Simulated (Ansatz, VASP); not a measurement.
# CeO2 in two plane-wave programs

One calculation is typed for both programs; each brings its own data sets and cutoff. How far apart do they land? The cell is a member of a volume series, scaled by 1.015 from a relaxed one, so a pressure remains.

Program: Ansatz 0.2.0. Level of theory: plane waves, with VASP 6.6.1 beside it; single point at PBEsol. Results are calculated unless marked as measured.

**1. Starting point**

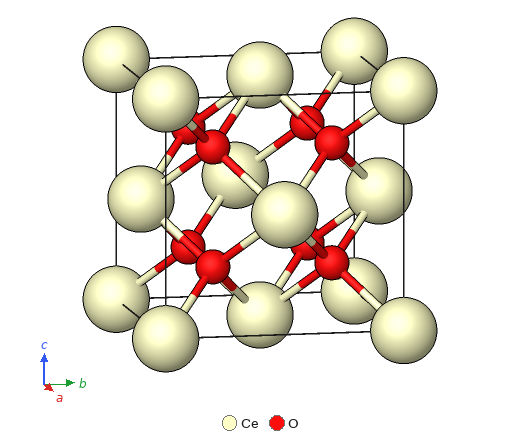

The starting structure, seen slightly off an axis (cerium light yellow, oxygen red). This picture shows the conventional cell, with its axes. Some periodic images of atoms are drawn too.

**2. Ansatz: single point, PBEsol**

Ansatz runs on its default PAW (the set named soft_2) files.

With cell and atoms fixed, the geometry can't cause a difference; cores, projectors, grids and the points listed under the comparison can.

input.yaml

```yaml
crystal:
  lattice:
    - [0.0, 2.71240802, 2.71240802]
    - [2.71240802, 0.0, 2.71240802]
    - [2.71240802, 2.71240802, 0.0]
  atoms:
    - { symbol: Ce, position: [0.0, 0.0, 0.0] }
    - { symbol: O, position: [0.75, 0.75, 0.75] }
    - { symbol: O, position: [0.25, 0.25, 0.25] }
hamiltonian:
  xc: pbesol
  pseudopotentials: { kind: paw }
kpoints:
  mp_grid: { grid: [8, 8, 8] }
scf:
  occupations: { method: gaussian, width: 0.03 }
  n_extra_bands: 4
output:
  forces: true
  stress: true
  eigenvalues: true
  write_density: true
  write_potential: true
  elf: true
  volumetric_format: npy
```

Command:

```
$ ansatz run input.yaml --threads 2 --pin off --max-ram 4608MiB --backend cpu --events-out ev --progress --plain --runs-dir out
```

Numbers of over 12 decimals in the logs are rounded to 6 here.

Output:

```text
scf.n_extra_bands = 4 over 12 filled bands (N_el = 24.0): the run solves 16 bands
Engine: ansatz 0.2.0, aarch64-unknown-linux-gnu
Pseudopotentials: kind: paw
Pseudopotential: Ce, paw, valence charge 12, recommended cutoff 420 eV (normal), Ce.paw.azcp
Pseudopotential: O, paw, valence charge 6, recommended cutoff 420 eV (normal), O.paw.azcp
Functional definition: PBEsol
  exchange = pbesol_x
  correlation = pbesol_c
Crystal: 3 atoms, lattice volume = 39.911 Å³
Basis set: ecut = 420 eV, 749 PW (Γ), exchange–correlation on 54×54×54 points (8 copies of the dense FFT grid, shifted against one another)
Bands: 16, of which v1, the nominal top of the filled ones, is band 12 counted from 1 (11 counted from 0)
Symmetry: 48 space group operations
Space group: Fm-3m (ITA 225), of the structure as read, at distance tolerance 3.4e-5 Å
k-points: 29 of 512
Non-local potential: Ce, projectors of the file, l = 0: 3, l = 1: 2, l = 2: 2, l = 3: 3
Non-local potential: O, projectors of the file, l = 0: 2, l = 1: 2, l = 2: 1
PAW form: soft (Blöchl's): semilocal exchange-correlation on the pseudo side does not see the compensation charge
PAW frozen core: Ce, regenerated for the run's functional, and the local potential with it (the file was generated under x = pbe(κ = 0.804, μ = 0.219515), c = pbe(β = 0.066725))
PAW frozen core: O, regenerated for the run's functional, and the local potential with it (the file was generated under x = pbe(κ = 0.804, μ = 0.219515), c = pbe(β = 0.066725))
PAW one-centre angular grid: Ce, 590 points (default); XC on 64 Gauss nodes
PAW one-centre angular grid: O, 110 points (default); XC on 64 Gauss nodes
Initial density: superposition of atomic densities (neutral atoms: chi_scale 0, normalization atom), corrected by the library's trained network
Initial wavefunctions: pseudopotential atomic-orbital guess
Functional: x = pbesol(κ = 0.804, μ = 0.123457), c = pbesol(β = 0.046)
SCF iter   1: F=—  HF=-7611.942223 eV  |F-HF|=—  |Δ(HF+E_count)|=         —  Δρ=2.07e-2  dr2=1.60e-1  ethr=1.77e-3  ⟨swp⟩=5.2  Hψ=2300  notcnv=0
preconditioner: auto → none  [insulator: Δε(μ)=1.785 eV  Ē_g=9.949 eV  σ=0.030 eV  W_gap=1.00  n_scr=14 (ndim 8)  ℏωp=27.6 eV  f_vac=0.033  D(μ)=0.00/eV (n_scr^D=0)  ε∞_Penn≈8.7]
SCF iter   2: F=—  HF=-7612.058287 eV  |F-HF|=—  |Δ(HF+E_count)|=   1.16e-1  Δρ=4.57e-2  dr2=9.45e-1  ethr=6.66e-4  ⟨swp⟩=3.0  Hψ=1165  notcnv=0  recentre
SCF iter   3: F=—  HF=-7611.921627 eV  |F-HF|=—  |Δ(HF+E_count)|=   1.37e-1  Δρ=4.78e-3  dr2=6.08e-3  ethr=6.66e-4  ⟨swp⟩=3.6  Hψ=966  notcnv=0
SCF iter   4: F=—  HF=-7611.920657 eV  |F-HF|=—  |Δ(HF+E_count)|=   9.70e-4  Δρ=3.13e-3  dr2=4.16e-3  ethr=2.53e-5  ⟨swp⟩=3.0  Hψ=951  notcnv=0
SCF iter   5: F=—  HF=-7611.923344 eV  |F-HF|=—  |Δ(HF+E_count)|=   2.69e-3  Δρ=6.98e-3  dr2=2.21e-2  ethr=1.73e-5  ⟨swp⟩=3.4  Hψ=1036  notcnv=0  recentre
SCF iter   6: F=—  HF=-7611.920187 eV  |F-HF|=—  |Δ(HF+E_count)|=   3.16e-3  Δρ=2.61e-4  dr2=2.34e-5  ethr=1.73e-5  ⟨swp⟩=3.2  Hψ=1003  notcnv=0
SCF iter   7: F=—  HF=-7611.920161 eV  |F-HF|=—  |Δ(HF+E_count)|=   2.54e-5  Δρ=1.37e-4  dr2=8.27e-6  ethr=9.73e-8  ⟨swp⟩=2.3  Hψ=654  notcnv=0
SCF iter   8: F=-7611.920160 eV  HF=-7611.920160 eV  |F-HF|=6.17e-9  |Δ(HF+E_count)|=   9.47e-7  Δρ=4.80e-6  dr2=7.07e-9  ethr=4.17e-10  ⟨swp⟩=9.0  Hψ=3814  notcnv=0
SCF 1 converged in 8 iterations: F = -7611.920160 eV  dr2 = 7.07e-9
  greatest PAW one-centre occupation: 0.988 electrons in one spin orbital (limit 2), on the Ce atom at site 0 (counted from 0), in its partial waves of l = 0
SCF converged after 8 iterations
Free energy (F): -7611.920160 eV
Harris-Foulkes:  -7611.920160 eV  (|F-HF|=6.17e-9)
Internal energy: -7611.920160 eV  (E = F + TS)
E sigma→0 (E₀):  -7611.920160 eV
Fermi energy:    11.911729 eV
--- Per-component energies (eV) ---
  E_band       = 25.127045
  E_kinetic    = 737.218605
  E_local      = -923.846991  (includes V_loc(G=0)·N_el)
  E_nonlocal   = 34.301943
  E_hartree    = 326.260543
  E_xc         = -375.797514
  E_vxc        = -444.752454  (∫ρ·V_xc dr)
  E_paw        = -5685.330526  (= ΣΔE_a)
  E_vpaw       = -30.320943  (= ΣTr[D̂ρ^β])
  E_aug_tail   = 0.004815  (compensation charges beyond the density's cutoff)
  E_ewald      = -1725.027907
  E_core_change = 0.296871  (= ΣΔE_core)
  E_smearing   = -0.000000  (= −TS)
  E_closure    = -0.000000  (closes the sum)
  Σ components = -7611.920160   (vs F -7611.920160, Δ=0.00e0)
--- Forces (eV/Å), atoms counted from 1 ---
  atom   1  Ce    -0.00000000     0.00000000     0.00000000
  atom   2  O      0.00000000    -0.00000000     0.00000000
  atom   3  O     -0.00000000     0.00000000     0.00000000
  max |Σ_I F_I| component: 1.85e-17 eV/Å
--- Stress (GPa, compression-positive) ---
       -2.764055      -0.000000       0.000000
       -0.000000      -2.764055      -0.000000
       -0.000000       0.000000      -2.764055
  P = ⅓ Tr σ = -2.7641 GPa (-27.641 kbar)
--- Band table (eV; the first three rows and the last of 29) ---
  k-point 0: bands = [... 8 lower, 7.0440, 10.3198, 10.3198, 10.3198, 13.2064, 13.2064, 13.2064, 13.4733]
  k-point 1: bands = [... 8 lower, 7.4385, 10.1730, 10.2605, 10.2605, 13.1910, 13.1910, 13.2078, 13.4924]
  k-point 2: bands = [... 8 lower, 8.3676, 9.9136, 10.1510, 10.1510, 13.1418, 13.1418, 13.2112, 13.3950]
  k-point 28: bands = [... 8 lower, 9.8619, 9.8619, 10.2061, 10.2597, 12.9601, 13.0818, 13.0818, 13.3208]
```

Elapsed: 2.3 s, on 2 threads of Arm Neoverse N1, shared host; peak memory 0.3 GiB; 3.9 s of CPU time.

In the SCF lines HF is the Harris–Foulkes energy and dr2 the Hartree energy of the density residual, in eV; the loop may stop once dr2 is under the threshold and the program's other checks hold. Hψ counts applications of the Hamiltonian.

The run ends at a pressure of -2.76 GPa.

**3. VASP: single point, PBEsol**

The same cell, functional, mesh and smearing now go to VASP, with its own data sets and cutoff.

Lines of VASP's logs that name or quote its potential files are left out, and so is its time.

The input asks for a relaxation, which ended at its first step since no free force or stress exceeded the threshold; so it serves as a single point.

INCAR

```
SYSTEM = CeO2
PREC = Accurate
ENCUT = 560
EDIFF = 1E-06
NELM = 100
ISMEAR = 0
SIGMA = 0.03
LREAL = .FALSE.
ALGO = Normal
GGA = PS
NBANDS = 18
LASPH = .TRUE.
LORBIT = 11
LWAVE = .FALSE.
LCHARG = .FALSE.
KPAR = 4
IBRION = 2
NSW = 30
ISIF = 4
EDIFFG = -0.01
```

POSCAR

```
CeO2
1.0
    0.0000000000      2.7124080215      2.7124080215
    2.7124080215      0.0000000000      2.7124080215
    2.7124080215      2.7124080215      0.0000000000
Ce O
1 2
Direct
    0.0000000000      0.0000000000      0.0000000000
    0.7500000000      0.7500000000      0.7500000000
    0.2500000000      0.2500000000      0.2500000000
```

KPOINTS

```
Automatic mesh
0
Gamma
8 8 8
0 0 0
```

PAW data sets: Ce and O (PBE family, release 64).

Command:

```
$ mpirun -np 4 vasp_std
```

Output:

```text
[banner, memory and clock lines left out]
running    4 mpi-ranks, on    1 nodes
 distrk:  each k-point on    1 cores,    4 groups
 distr:  one band on    1 cores,    1 groups

 POSCAR found type information on POSCAR CeO
 POSCAR found :  2 types and       3 ions
|                                                                             |
|               ----> ADVICE to this user running VASP <----                  |
|                                                                             |
|     You enforced a specific xc type in the INCAR file but a different       |
|     [... a line on the potential file left out ...]
|     I HOPE YOU KNOW WHAT YOU ARE DOING!                                     |
|                                                                             |

 LDA part: xc-table for (Slater+PW92), standard interpolation
 POSCAR, INCAR and KPOINTS ok, starting setup
 FFT: planning ... GRIDC
 FFT: planning ... GRID_SOFT
 FFT: planning ... GRID
 WAVECAR not read
 entering main loop
       N       E                     dE             d eps       ncg     rms          rms(c)
DAV:   1     0.232090163240E+03    0.23209E+03   -0.12215E+04  1092   0.191E+03
DAV:   2     0.107826953004E+02   -0.22131E+03   -0.19804E+03  1352   0.306E+02
DAV:   3    -0.311501431866E+02   -0.41933E+02   -0.38269E+02  1308   0.154E+02
DAV:   4    -0.325638622238E+02   -0.14137E+01   -0.14125E+01  1376   0.293E+01
DAV:   5    -0.326698448151E+02   -0.10598E+00   -0.10595E+00  1856   0.668E+00    0.299E+01
DAV:   6    -0.306564987143E+02    0.20133E+01   -0.67710E+01  1496   0.515E+01    0.244E+01
DAV:   7    -0.293982961851E+02    0.12582E+01   -0.77295E+01  1570   0.103E+02    0.200E+01
DAV:   8    -0.286179609793E+02    0.78034E+00   -0.30686E+00  1376   0.146E+01    0.131E+01
DAV:   9    -0.275634965238E+02    0.10545E+01   -0.48941E+00  1512   0.193E+01    0.200E+00
DAV:  10    -0.275590897458E+02    0.44068E-02   -0.24852E-01  1632   0.341E+00    0.991E-01
DAV:  11    -0.275501981733E+02    0.88916E-02   -0.38669E-02  1466   0.213E+00    0.152E+00
DAV:  12    -0.275494546621E+02    0.74351E-03   -0.39493E-02  1592   0.186E+00    0.566E-01
DAV:  13    -0.275431811948E+02    0.62735E-02   -0.81549E-02  1396   0.304E+00    0.645E-01
DAV:  14    -0.275438671584E+02   -0.68596E-03   -0.40285E-03  1730   0.340E-01    0.730E-01
DAV:  15    -0.275419680891E+02    0.18991E-02   -0.44541E-03  1328   0.762E-01    0.287E-01
DAV:  16    -0.275417660772E+02    0.20201E-03   -0.54354E-04  1746   0.216E-01    0.152E-01
DAV:  17    -0.275417252253E+02    0.40852E-04   -0.15248E-04  1548   0.123E-01    0.504E-02
DAV:  18    -0.275417277582E+02   -0.25329E-05   -0.11090E-05  1554   0.248E-02    0.285E-02
DAV:  19    -0.275417232658E+02    0.44924E-05   -0.76176E-06  1200   0.307E-02    0.114E-02
DAV:  20    -0.275417221695E+02    0.10963E-05   -0.35944E-06  1090   0.206E-02    0.198E-03
DAV:  21    -0.275417221764E+02   -0.69658E-08   -0.28903E-07   582   0.490E-03
   1 F= -.27541722E+02 E0= -.27541722E+02  d E =-.275417E+02
 curvature:   0.00 expect dE= 0.000E+00 dE for cont linesearch  0.000E+00
 trial: gam= 0.00000 g(F)=  0.205E-47 g(S)=  0.936E-33 ort = 0.000E+00 (trialstep = 0.100E+01)
 search vector abs. value=  0.100E-09
 reached required accuracy - stopping structural energy minimisation
```

From OUTCAR (step 3):

```text
ion  position               nearest neighbor table
   1  0.000  0.000  0.000-   2 2.35   2 2.35   2 2.35   2 2.35   3 2.35   3 2.35   3 2.35   3 2.35

  LATTYP: Found a face centered cubic cell.
 ALAT       =     5.4248160430

 Subroutine GETGRP returns: Found 48 space group operations
 (whereof 48 operations were pure point group operations)

The static configuration has the point symmetry O_h .

 Found     29 irreducible k-points:

   k-points           NKPTS =     29   k-points in BZ     NKDIM =     29   number of bands    NBANDS=     18

   dimension x,y,z NGX =    30 NGY =   30 NGZ =   30
   dimension x,y,z NGXF=    60 NGYF=   60 NGZF=   60

   ENCUT  =  560.0 eV  41.16 Ry    6.42 a.u.   7.40  7.40  7.40*2*pi/ulx,y,z

   NELECT =      24.0000    total number of electrons

 k-points in reciprocal lattice and weights: Automatic mesh
   0.00000000  0.00000000  0.00000000       0.002
   0.12500000  0.00000000  0.00000000       0.016
   0.25000000  0.00000000  0.00000000       0.016
   0.37500000  0.00000000  0.00000000       0.016
   0.50000000  0.00000000  0.00000000       0.008
   0.12500000  0.12500000  0.00000000       0.012
   0.25000000  0.12500000  0.00000000       0.047
   0.37500000  0.12500000  0.00000000       0.047
   0.50000000  0.12500000  0.00000000       0.047
[...]
-0.37500000  0.50000000  0.12500000       0.023
  -0.25000000  0.50000000  0.25000000       0.012

 average (electrostatic) potential at core
       1 -77.1402       2 -68.0824       3 -68.0824

 E-fermi :   5.2978

 k-point     1 :       0.0000    0.0000    0.0000
  band No.  band energies     occupation
    ...
      8       1.2391      2.00000
      9       1.2391      2.00000
     10       4.5100      2.00000
     11       4.5100      2.00000
     12       4.5100      2.00000
     13       7.3779      0.00000
     14       7.3779      0.00000
     15       7.3779      0.00000
     16       7.6450      0.00000
     17       8.0504      0.00000
    ...

 k-point     2 :       0.1250    0.0000    0.0000
  band No.  band energies     occupation
    ...
      8       1.3839      2.00000
      9       1.6352      2.00000
     10       4.3644      2.00000
     11       4.4515      2.00000
     12       4.4515      2.00000
     13       7.3626      0.00000
     14       7.3626      0.00000
     15       7.3793      0.00000
     16       7.6645      0.00000
     17       7.9237      0.00000
    ...

 k-point     3 :       0.2500    0.0000    0.0000
  band No.  band energies     occupation
    ...
      8       1.7195      2.00000
      9       2.5639      2.00000
     10       4.1066      2.00000
     11       4.3432      2.00000
     12       4.3432      2.00000
     13       7.3134      0.00000
     14       7.3134      0.00000
     15       7.3827      0.00000
     16       7.5682      0.00000
     17       7.7690      0.00000
    ...

  Total       -0.6889511     -0.6889511     -0.6889511      0.0000000     -0.0000000     -0.0000000
  in kB      -27.6569279    -27.6569279    -27.6569279      0.0000000     -0.0000000     -0.0000000
  external PRESSURE =     -27.6569279 kB  Pullay stress =       0.0000000 kB

  energy-cutoff  :      560.00
  volume of cell :       39.91
      direct lattice vectors                 reciprocal lattice vectors
     0.000000000  2.712408021  2.712408021    -0.184338048  0.184338048  0.184338048
     2.712408021  0.000000000  2.712408021     0.184338048 -0.184338048  0.184338048
     2.712408021  2.712408021  0.000000000     0.184338048  0.184338048 -0.184338048

 POSITION                                       TOTAL-FORCE (eV/Angst)
 -----------------------------------------------------------------------------------
      0.00000      0.00000      0.00000         0.000000      0.000000      0.000000
      4.06861      4.06861      4.06861         0.000000      0.000000      0.000000
      1.35620      1.35620      1.35620        -0.000000     -0.000000     -0.000000
 -----------------------------------------------------------------------------------
    total drift:                                0.000000     -0.000000      0.000000

  FREE ENERGIE OF THE ION-ELECTRON SYSTEM (eV)
  ---------------------------------------------------
  free  energy   TOTEN  =       -27.5417221764 eV

  energy  without entropy=      -27.5417221764  energy(sigma->0) =      -27.54172218

 reached required accuracy - stopping structural energy minimisation

 total charge
# of ion       s       p       d       f       tot
--------------------------------------------------
    1        2.013   5.790   0.897   0.956   9.656
    2        1.569   3.419   0.000   0.000   4.989
    3        1.569   3.419   0.000   0.000   4.989
--------------------------------------------------
tot          5.151  12.629   0.897   0.956  19.634

[... 3 further parts left out ...]
```

**4. Differences**

Known differences besides the PAW data sets themselves: the cutoff is 420 eV in Ansatz and 560 eV in VASP; Ansatz makes its cores anew for this functional, VASP keeps those of its PBE data sets. Total energies have different zeros and are not compared.

The two programs side by side:

```
              quantity  Ansatz   VASP  difference
        pressure (GPa)   -2.76  -2.77        0.00
gap on the k mesh (eV)   1.951  1.930      +0.022
```

Ansatz's pressure holds a Pulay correction of 0.63 GPa; VASP's holds none.

**5. What moves the difference**

An all-electron run, which needs no data sets, serves as referee.

```
                              run  difference in gap on the k mesh (eV)
                         as above                                 0.022
Ansatz's all-electron LAPW method                                 0.044
```

**6. Ansatz: single point, PBEsol**

With cell and atoms fixed, the geometry can't cause a difference; cores, projectors, grids and the points listed under the comparison can. The cell compared in this pair holds 38.14 Å³, against 39.91 Å³ for the pair before.

The cell is a member of a volume series, scaled by 0.97 from a relaxed one, so a pressure remains.

input.yaml, the sections that differ from step 2:

```yaml
crystal:
  lattice:
    - [0.0, 2.67171575, 2.67171575]
    - [2.67171575, 0.0, 2.67171575]
    - [2.67171575, 2.67171575, 0.0]
  atoms:
    - { symbol: Ce, position: [0.0, 0.0, 0.0] }
    - { symbol: O, position: [0.75, 0.75, 0.75] }
    - { symbol: O, position: [0.25, 0.25, 0.25] }
output:
  forces: true
  stress: true
  eigenvalues: true
# hamiltonian, kpoints, scf: as in step 2
```

Command:

```
$ ansatz run input.yaml --threads 2 --pin off --max-ram 4608MiB --backend cpu --events-out ev --progress --plain --runs-dir out
```

Output:

```text
[...]
Crystal: 3 atoms, lattice volume = 38.142 Å³
Basis set: ecut = 420 eV, 725 PW (Γ), exchange–correlation on 54×54×54 points (8 copies of the dense FFT grid, shifted against one another)
Bands: 16, of which v1, the nominal top of the filled ones, is band 12 counted from 1 (11 counted from 0)
Symmetry: 48 space group operations
[...]
k-points: 29 of 512
[...]
--- Band table (eV; the first three rows and the last of 29) ---
  k-point 0: bands = [... 8 lower, 7.5243, 10.9994, 10.9994, 10.9994, 14.1461, 14.1461, 14.1461, 14.4503]
  k-point 1: bands = [... 8 lower, 7.9589, 10.8524, 10.9385, 10.9385, 14.1274, 14.1274, 14.1477, 14.4694]
  k-point 2: bands = [... 8 lower, 8.9732, 10.6023, 10.8357, 10.8357, 14.0711, 14.0711, 14.1515, 14.3511]
  k-point 28: bands = [... 8 lower, 10.5816, 10.5816, 10.8682, 10.9201, 13.8632, 14.0090, 14.0090, 14.2699]
[key lines of the parts left out:]
SCF converged after 8 iterations
Free energy (F): -7611.902892 eV
Fermi energy:    12.741553 eV
P = ⅓ Tr σ = 6.2796 GPa (62.796 kbar)
```

Elapsed: 1.8 s, on 2 threads; peak memory 0.29 GiB; 3.1 s of CPU time.

The run ends at a pressure of 6.28 GPa.

(Part 1 of 2 ends here.)

[Lines on the potential files, build, host, timing and source positions are cut from VASP's logs without a mark.]

[Logs are printed without paths, hosts, clocks, repeated set-up lines and the standing remarks that a program may print on its own settings, such as how far it seeks lower states.]

[Hosts, paths, dates, database ids (printed as entryN), source tags and the programs' standing remarks are cut or masked in the printed files.]
